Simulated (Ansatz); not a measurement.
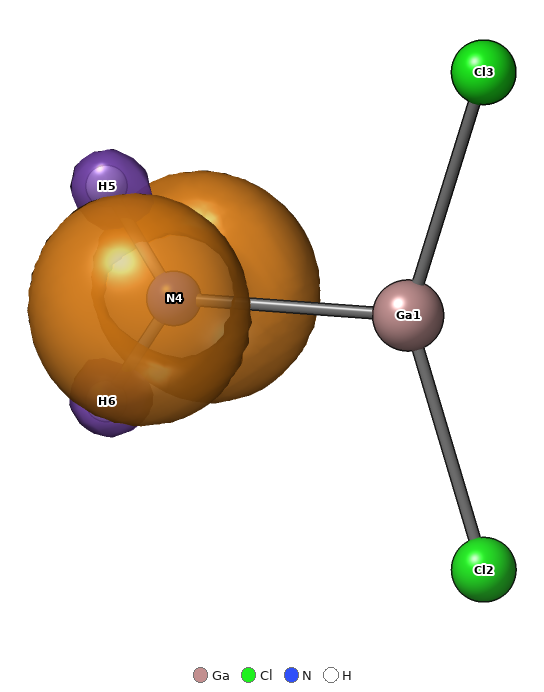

Cl2GaH2N (GaCl2(NH2)) (charge +1, doublet). Isosurfaces of the spin density (α minus β) at +0.03 (orange) and −0.03 e/Å³ (purple), seen at a tilt.

Geometry: PBE0-D4/def2-SVP.

Method: UKS PBE0-D4/def2-TZVP in Ansatz 0.2.0.

```xyz
6

Ga    0.4964    0.8499    0.0160
Cl    2.4996    0.4268    0.3662
Cl   -0.8506    2.3965   -0.3124
N    -0.5201   -0.8904   -0.0169
H    -1.5366   -0.9657   -0.1750
H    -0.0887   -1.8170    0.1221
```

**Which atoms carry the spin?**

The unpaired spin (1 electron) lies mostly on N4 (about 0.9), in electrons by Hirshfeld's partition.
